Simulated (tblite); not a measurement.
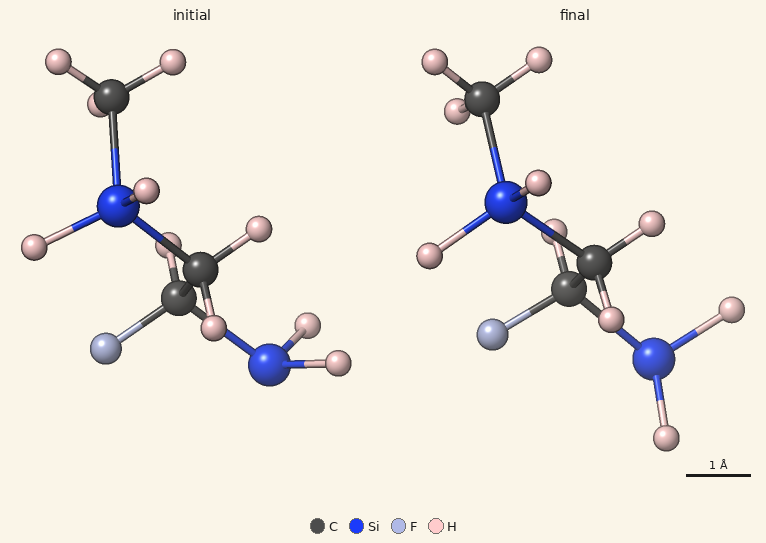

The structure of C3H10FSi2 (multiplicity 2) before (left) and after (right) a relaxation, at one scale.

A ball-and-stick model, seen from a free direction.

All numbers below come from tblite 0.8.0, GFN2-xTB geometry optimisation, gas phase. 

What changed between the two?

An H atom moves most after the best rigid fit: 1.54 Å. By element the largest moves are H 1.54 Å, Si 0.26 Å, F 0.24 Å, C 0.20 Å. Among the contacts that change: C–Si 1.835 → 1.913 Å, C–Si 1.872 → 1.917 Å, C–H 1.125 → 1.091 Å, C–C 1.490 → 1.524 Å. Among the angles between lasting bonds that change: H–Si–H 105.1° → 114.4°, C–Si–H 114.4° → 109.7°, C–C–Si 107.7° → 112.4°. Groups turn about C–Si by about 60°. The energy falls by 9.60 kcal/mol in 144 geometry steps. Cost: 0.95 s on 1 thread of Arm Neoverse V1 (shared host).
